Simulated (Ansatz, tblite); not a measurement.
**GeH2MeF (CH5FGe): removing an electron**

Aim: the energy of removing an electron for GeH2MeF (CH5FGe), by energy differences, and how well orbital energies stand in for it.

Program: Ansatz 0.2.0, Gaussian basis. Level of theory: as each input shows. These are calculated values, not measurements.

The runs, in order: charge +1 doublet, at the geometry of the singlet (PBE0-D4/def2-TZVP, PBE-D4/def2-TZVP, r2SCAN-D4/def2-TZVP, CCSD(T)/def2-TZVPP); the starting singlet's energies come from earlier runs.

## (1) The structure

The singlet was relaxed beforehand with r2SCAN-D4/def2-TZVP.

8 atoms, charge 0, spin multiplicity 1.

Atoms are counted from 1 here; the program's logs count them from 0.

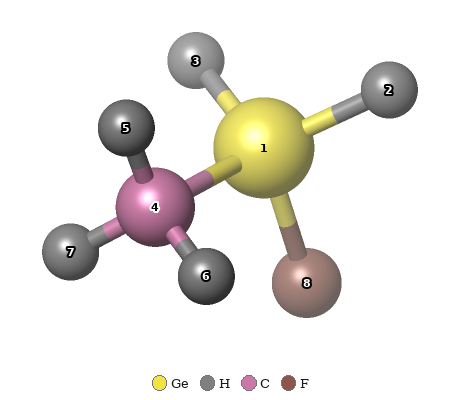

The geometry (germanium yellow, hydrogen grey, carbon pink, fluorine brown); atoms are numbered from 1 in the order of the file.

Coordinates:

```tsv
atom	x (Å)	y (Å)	z (Å)
Ge1	0.47962	-0.67422	0.34546
H2	0.42921	-0.79316	1.87524
H3	1.91384	-0.79807	-0.18797
C4	-0.47461	0.86413	-0.34314
H5	-0.01878	1.78879	0.01600
H6	-1.51287	0.83212	-0.01185
H7	-0.44914	0.85931	-1.43309
F8	-0.36728	-2.07890	-0.26063
```

## (2) Charge +1 doublet at the fixed geometry, first pass, PBE0-D4/def2-SVP

Input file in.yaml:

```yaml
crystal:
  periodic: [false, false, false]
  atoms:
    - {symbol: Ge, position_ang: [0.479620, -0.674215, 0.345457]}
    - {symbol: H, position_ang: [0.429212, -0.793163, 1.875237]}
    - {symbol: H, position_ang: [1.913839, -0.798065, -0.187973]}
    - {symbol: C, position_ang: [-0.474608, 0.864132, -0.343144]}
    - {symbol: H, position_ang: [-0.018778, 1.788790, 0.016001]}
    - {symbol: H, position_ang: [-1.512872, 0.832118, -0.011853]}
    - {symbol: H, position_ang: [-0.449136, 0.859313, -1.433090]}
    - {symbol: F, position_ang: [-0.367277, -2.078901, -0.260634]}
basis:
  gaussian: {orbitals: def2-SVP}
total_charge: 1
magnetization: {spin_polarized: true, initial_magnetization: 1}
hamiltonian: {xc: pbe0, dispersion: d4}
output: {orbitals: {seedname: orbitals}}
```

Command:

```bash
ansatz run in.yaml --threads 4 --pin off --events-out ev --progress --plain --max-ram 3916MiB
```

Output:

```text
Functional definition: PBE0
  name "PBE0"
  cite "Adamo & Barone, J. Chem. Phys. 110, 6158 (1999) doi:10.1063/1.478522"
  cite "Perdew, Burke & Ernzerhof, Phys. Rev. Lett. 77, 3865 (1996) doi:10.1103/PhysRevLett.77.3865"
  parent pbe
  parameter a = 0.25
  parameter kappa = 0.804
  parameter beta = 0.06672455060314922
  exchange = (1 - a)*pbe_x(kappa = kappa, mu = beta*pi^2/3) + a*exact_x
  correlation = pbe_c(beta = beta)
844 factors; integrals over basis functions are off by at most 1.3e-3 eV
mean field evaluation 1: about -60306.9142 eV, gradient 6.0e1 eV
mean field evaluation 2: about -60236.1251 eV, gradient 1.4e2 eV
mean field evaluation 4: about -60319.7344 eV, gradient 2.0e1 eV
mean field evaluation 8: about -60321.6987 eV, gradient 4.0e-1 eV
mean field evaluation 16: about -60321.7832 eV, gradient 6.1e-2 eV
mean field evaluation 32: about -60322.1156 eV, gradient 1.8e-5 eV
mean field -60322.11563729 eV, -2216.7968618720 hartree, gradient 1.8e-5 eV, S^2 0.756265; 2 other end points of the search recorded, 0 dependent functions left out
reference -60322.11565862 eV, -2216.7968626559 hartree; 26, 25 occupied and 59, 60 virtual orbitals, 844 factors
Total energy: -60322.18904122 eV, -2216.7995594166 hartree
```

Run time: 3.3 s. Hardware: 4 threads of Arm Neoverse V1, shared host.

Report: HOMO -15.61 eV, LUMO -13.66 eV (over both spins); ⟨S²⟩ 0.756 (pure: 0.75).

## (3) Charge +1 doublet at the fixed geometry, PBE0-D4/def2-TZVP

start.molden holds the orbitals of an earlier run on this state, given as this run's starting guess.

Changes to in.yaml since step 2:

```diff
@@ -12,3 +12,3 @@
 basis:
-  gaussian: {orbitals: def2-SVP}
+  gaussian: {orbitals: def2-TZVP, initial_orbitals: start.molden}
 total_charge: 1
@@ -16,2 +16,3 @@
 hamiltonian: {xc: pbe0, dispersion: d4}
+scf: {omitted_lower_state_checks: [starts]}
 output: {orbitals: {seedname: orbitals}}
```

The command is unchanged.

Output:

```text
Functional definition: PBE0
  name "PBE0"
  cite "Adamo & Barone, J. Chem. Phys. 110, 6158 (1999) doi:10.1063/1.478522"
  cite "Perdew, Burke & Ernzerhof, Phys. Rev. Lett. 77, 3865 (1996) doi:10.1103/PhysRevLett.77.3865"
  parent pbe
  parameter a = 0.25
  parameter kappa = 0.804
  parameter beta = 0.06672455060314922
  exchange = (1 - a)*pbe_x(kappa = kappa, mu = beta*pi^2/3) + a*exact_x
  correlation = pbe_c(beta = beta)
these checks for a lower state are left out or cut short: starts
957 factors; their error is unknown
mean field evaluation 1: about -60331.3662 eV, gradient 1.1e2 eV
mean field evaluation 2: about -60333.6140 eV, gradient 2.8e0 eV
mean field evaluation 4: about -60333.9245 eV, gradient 1.9e-1 eV
mean field evaluation 8: about -60333.9247 eV, gradient 2.2e-5 eV
mean field -60333.92465454 eV, -2217.2308352514 hartree, gradient 1.6e-5 eV, S^2 0.756662; 0 other end points of the search recorded, 0 dependent functions left out
reference -60333.92467979 eV, -2217.2308361791 hartree; 26, 25 occupied and 114, 115 virtual orbitals, 957 factors
Total energy: -60333.99806238 eV, -2217.2335329398 hartree
Checks for a lower state left out: starts
```

Wall time 3.4 s (4 threads of Arm Neoverse V1, shared host).

From the report: HOMO -15.59 eV, LUMO -13.59 eV (over both spins); ⟨S²⟩ 0.757 (pure: 0.75).

## (4) Charge +1 doublet at the fixed geometry, PBE-D4/def2-TZVP

Changes to in.yaml since step 3:

```diff
@@ -15,3 +15,3 @@
 magnetization: {spin_polarized: true, initial_magnetization: 1}
-hamiltonian: {xc: pbe0, dispersion: d4}
+hamiltonian: {xc: pbe, dispersion: d4}
 scf: {omitted_lower_state_checks: [starts]}
```

The command is unchanged.

Output:

```text
Functional definition: PBE
  name "PBE"
  cite "Perdew, Burke & Ernzerhof, Phys. Rev. Lett. 77, 3865 (1996) doi:10.1103/PhysRevLett.77.3865"
  parent pbe
  parameter kappa = 0.804
  parameter beta = 0.06672455060314922
  exchange = pbe_x(kappa = kappa, mu = beta*pi^2/3)
  correlation = pbe_c(beta = beta)
these checks for a lower state are left out or cut short: starts
914 factors; their error is unknown
mean field evaluation 1: about -60332.3854 eV, gradient 7.4e0 eV
mean field evaluation 2: about -60332.5203 eV, gradient 2.3e-1 eV
mean field evaluation 4: about -60332.4970 eV, gradient 3.3e-3 eV
mean field evaluation 8: about -60332.4970 eV, gradient 2.9e-5 eV
mean field -60332.49695448 eV, -2217.1783682420 hartree, gradient 3.4e-6 eV, S^2 0.752676; 0 other end points of the search recorded, 0 dependent functions left out
reference -60332.49698827 eV, -2217.1783694838 hartree; 26, 25 occupied and 114, 115 virtual orbitals, 914 factors
Total energy: -60332.58509329 eV, -2217.1816072835 hartree
Checks for a lower state left out: starts
```

Wall time 2.2 s (4 threads of Arm Neoverse V1, shared host).

Report: HOMO -14.30 eV, LUMO -14.31 eV (over both spins; with the spin held, an empty level of the minority spin lies below the top filled one); ⟨S²⟩ 0.753 (pure: 0.75).

## (5) Charge +1 doublet at the fixed geometry, r2SCAN-D4/def2-TZVP

Changes to in.yaml since step 4:

```diff
@@ -15,3 +15,3 @@
 magnetization: {spin_polarized: true, initial_magnetization: 1}
-hamiltonian: {xc: pbe, dispersion: d4}
+hamiltonian: {xc: r2scan, dispersion: d4}
 scf: {omitted_lower_state_checks: [starts]}
```

The command is unchanged.

Output:

```text
Functional definition: r2SCAN
  name "r2SCAN"
  cite "Furness, Kaplan, Ning, Perdew & Sun, J. Phys. Chem. Lett. 11, 8208 (2020) doi:10.1021/acs.jpclett.0c02405"
  cite "Furness, Kaplan, Ning, Perdew & Sun, J. Phys. Chem. Lett. 11, 9248 (2020) doi:10.1021/acs.jpclett.0c03077"
  parent r2scan
  parameter k0 = 0.174
  parameter k1 = 0.065
  parameter a1 = 4.9479
  exchange = r2scan_x(k0 = k0, k1 = k1, a1 = a1)
  correlation = r2scan_c
these checks for a lower state are left out or cut short: starts
914 factors; their error is unknown
mean field evaluation 1: about -60343.1723 eV, gradient 4.6e0 eV
mean field evaluation 2: about -60343.2101 eV, gradient 7.9e-2 eV
mean field evaluation 4: about -60343.1919 eV, gradient 1.1e-3 eV
mean field evaluation 8: about -60343.1918 eV, gradient 2.4e-5 eV
mean field -60343.19184988 eV, -2217.5713983985 hartree, gradient 1.3e-5 eV, S^2 0.756375; 0 other end points of the search recorded, 0 dependent functions left out
reference -60343.19186118 eV, -2217.5713988140 hartree; 26, 25 occupied and 114, 115 virtual orbitals, 914 factors
Total energy: -60343.21214166 eV, -2217.5721441078 hartree
Checks for a lower state left out: starts
```

Run time: 4.7 s. Hardware: 4 threads of Arm Neoverse V1, shared host.

Report: HOMO -14.59 eV, LUMO -14.23 eV (over both spins); ⟨S²⟩ 0.756 (pure: 0.75).

## (6) Charge +1 doublet at the fixed geometry, CCSD(T)/def2-TZVPP

Changes to in.yaml since step 5:

```diff
@@ -12,7 +12,7 @@
 basis:
-  gaussian: {orbitals: def2-TZVP, initial_orbitals: start.molden}
+  gaussian: {orbitals: def2-TZVPP, initial_orbitals: start.molden}
 total_charge: 1
 magnetization: {spin_polarized: true, initial_magnetization: 1}
-hamiltonian: {xc: r2scan, dispersion: d4}
-scf: {omitted_lower_state_checks: [starts]}
+correlation: {method: ccsd_t}
+scf: {omitted_lower_state_checks: [starts, cluster_reference]}
 output: {orbitals: {seedname: orbitals}}
```

The command is unchanged.

Output:

```text
Functional definition: HF
  name "HF"
  cite "Fock, Z. Phys. 61, 126 (1930) doi:10.1007/BF01340294"
  parent pbe
  exchange = exact_x
  correlation = 0
these checks for a lower state are left out or cut short: starts, cluster_reference
1086 factors; integrals over basis functions are off by at most 1.2e-3 eV
mean field evaluation 1: about -60279.8892 eV, gradient 2.2e1 eV
mean field evaluation 2: about -60281.0337 eV, gradient 1.8e0 eV
mean field evaluation 4: about -60281.0846 eV, gradient 2.0e-1 eV
mean field evaluation 8: about -60281.0848 eV, gradient 2.3e-6 eV
mean field -60281.08477726 eV, -2215.2890055773 hartree, gradient 2.3e-6 eV, S^2 0.765025; 0 other end points of the search recorded, 0 dependent functions left out
11 core orbitals not correlated: weight in the atoms' cores, before any rotation towards them, 1.000 or more for the frozen orbitals, at most 0.000 for the correlated occupied ones
reference -60281.08477726 eV, -2215.2890055773 hartree; 15, 14 occupied and 154, 155 virtual orbitals, 1086 factors
second order -17.92576115 eV of doubles, -0.00000000 eV of singles
cycle   1  -17.96352583 eV  change   -3.8e-2 eV  update   1.2e-1
cycle   2  -18.48509783 eV  change   -5.2e-1 eV  update   4.2e-2
cycle   3  -18.64568486 eV  change   -1.6e-1 eV  update   3.4e-2
cycle   4  -18.65707574 eV  change   -1.1e-2 eV  update   1.7e-2
cycle   5  -18.65377159 eV  change    3.3e-3 eV  update   1.4e-2
cycle   6  -18.66619042 eV  change   -1.2e-2 eV  update   7.4e-3
cycle   7  -18.66988289 eV  change   -3.7e-3 eV  update   3.9e-3
cycle   8  -18.66951452 eV  change    3.7e-4 eV  update   1.3e-3
cycle   9  -18.67034466 eV  change   -8.3e-4 eV  update   7.1e-4
cycle  10  -18.67027313 eV  change    7.2e-5 eV  update   2.5e-4
cycle  11  -18.67014152 eV  change    1.3e-4 eV  update   1.3e-4
cycle  12  -18.67029636 eV  change   -1.5e-4 eV  update   6.4e-5
cycle  13  -18.67027285 eV  change    2.4e-5 eV  update   3.7e-5
cycle  14  -18.67031642 eV  change   -4.4e-5 eV  update   2.7e-5
cycle  15  -18.67032773 eV  change   -1.1e-5 eV  update   1.7e-5
perturbative correction -0.63793313 eV, -0.0234436101 hartree
Total energy: -60300.39303812 eV, -2215.9985710764 hartree
Checks for a lower state left out: starts, cluster_reference
```

Wall time 7.8 min (4 threads of Arm Neoverse V1, shared host); peak memory 2.4 GiB.

Hartree-Fock HOMO -18.66 eV, LUMO -9.49 eV (over both spins); ⟨S²⟩ 0.765 (pure: 0.75); T1 0.025.

## (7) Vertical ionisation energy

Charged state less starting state, singlet to doublet; the starting state's energies are those of its earlier runs.

Differences are taken before rounding.

```tsv
method	vertical ionisation energy (eV)	from CCSD(T)/def2-TZVPP (eV)	time
HF/def2-TZVPP	10.86	-0.77	
PBE-D4/def2-TZVP	11.01	-0.63	3.7 s
r2SCAN-D4/def2-TZVP	11.16	-0.47	7.5 s
PBE0-D4/def2-TZVP	11.36	-0.27	5.5 s
MP2/def2-TZVPP	11.80	+0.16	
CCSD/def2-TZVPP	11.64	+0.01	
CCSD(T)/def2-TZVPP	11.63	0	8.5 min
```

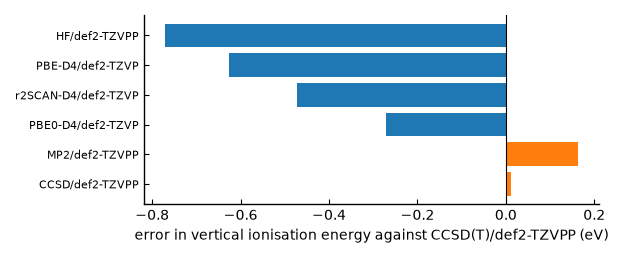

Error of each method against CCSD(T)/def2-TZVPP.

Times add the two runs; a level without a time comes out of a correlated run.

Beside −ε(HOMO) of the starting state:

```tsv
level	−ε(HOMO) (eV)	by difference (eV)	mismatch (eV)
PBE-D4/def2-TZVP	7.65	11.01	-3.35
r2SCAN-D4/def2-TZVP	8.00	11.16	-3.16
PBE0-D4/def2-TZVP	9.08	11.36	-2.28
```

## (8) Summary of results

| quantity | value |
| --- | --- |
| vertical ionisation energy, functionals in def2-TZVP | 11.01 (PBE-D4) to 11.36 eV (PBE0-D4) |
| vertical ionisation energy, CCSD(T)/def2-TZVPP | 11.63 eV |

In words: The vertical ionisation energy spans 11.01 to 11.36 eV over the functionals, beside 11.63 eV from CCSD(T)/def2-TZVPP. −ε(HOMO) misses the level's own difference by -2.28 eV at best (PBE0-D4) and -3.35 eV at worst (PBE-D4). The reference is CCSD(T) in one finite basis, so it carries an error of its own, often a tenth of an eV or more, and near misses can't be ranked.
